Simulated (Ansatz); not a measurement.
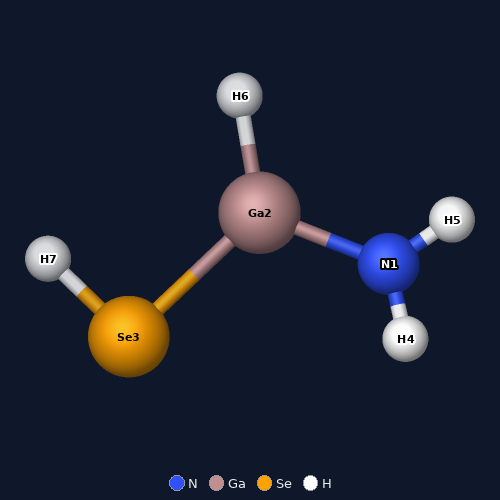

The system is GaH₄NSe, SMILES [NH2][GaH][SeH]; the picture shows the reference structure. The first coordinate is: dihedral H4–N1–Ga2–Se3; the second: dihedral N1–Ga2–Se3–H7. Nothing is relaxed (all other coordinates rigid). Grid: 8 × 8 points; 62 points were computed and 2 follow by symmetry. All energies are given in eV relative to the lowest grid point. The calculation used RKS B3LYP-D4/def2-TZVP (Ansatz 0.2.0).

Its coordinates:

```xyz
7

N    -1.1034    0.4708   -0.9163
Ga    0.0659    0.1786    0.4465
Se    1.6933   -1.4563    0.0137
H    -1.0821   -0.0133   -1.7981
H    -1.8509    1.1428   -0.8688
H    -0.0300    0.9671    1.7830
H     2.3071   -1.2896    1.3400
```

Range: dihedral H4–N1–Ga2–Se3 from −180 to 135°; dihedral N1–Ga2–Se3–H7 from −180 to 135°.

**Predict the map.**

The lowest grid point is at dihedral H4–N1–Ga2–Se3 = 0°, dihedral N1–Ga2–Se3–H7 = −180°; the map holds 2 wells of about this depth. Higher local minima lie near dihedral H4–N1–Ga2–Se3 = 0°, dihedral N1–Ga2–Se3–H7 = 0° (0.012 eV above the lowest at that grid point); dihedral H4–N1–Ga2–Se3 = −180°, dihedral N1–Ga2–Se3–H7 = 0° (0.013 eV above the lowest at that grid point). The highest grid point, dihedral H4–N1–Ga2–Se3 = −90°, dihedral N1–Ga2–Se3–H7 = 90°, lies 0.85 eV above the lowest. On the interpolated surface the easiest way out of the lowest well to the well at dihedral H4–N1–Ga2–Se3 = 0°, dihedral N1–Ga2–Se3–H7 = 0° passes a barrier of about 0.2 eV. Round the minimum the valley is somewhat tilted: raising dihedral H4–N1–Ga2–Se3 shifts the best value of dihedral N1–Ga2–Se3–H7 upwards (coupling k₁₂/√(k₁₁k₂₂) about −0.2).

```
dihedral N1–Ga2–Se3–H7 ↓, dihedral H4–N1–Ga2–Se3 →  −180  −135   −90   −45     0    45    90   135
                                               135  0.09  0.38  0.64  0.30  0.09  0.38  0.64  0.30
                                                90  0.20  0.50  0.85  0.49  0.20  0.50  0.85  0.49
                                                45  0.11  0.32  0.65  0.38  0.11  0.32  0.65  0.38
                                                 0  0.01  0.22  0.47  0.22  0.01  0.22  0.47  0.22
                                               −45  0.11  0.38  0.65  0.32  0.11  0.38  0.65  0.32
                                               −90  0.20  0.49  0.85  0.50  0.20  0.49  0.85  0.50
                                              −135  0.09  0.30  0.64  0.38  0.09  0.30  0.64  0.38
                                              −180  0.00  0.21  0.45  0.21  0.00  0.21  0.45  0.21
```

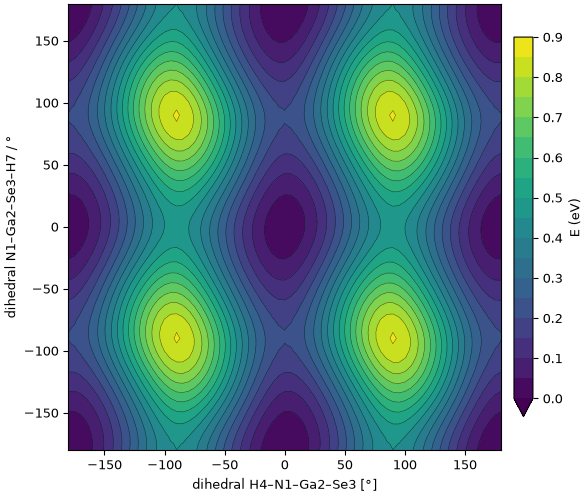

Drawn: filled contours. Between grid points the surface is interpolated.

Time for the 62 points that were run: 7.9 min on 1 thread of Intel(R) Xeon(R) Platinum 8375C CPU @ 2.90GHz (Ice Lake), on a shared host.
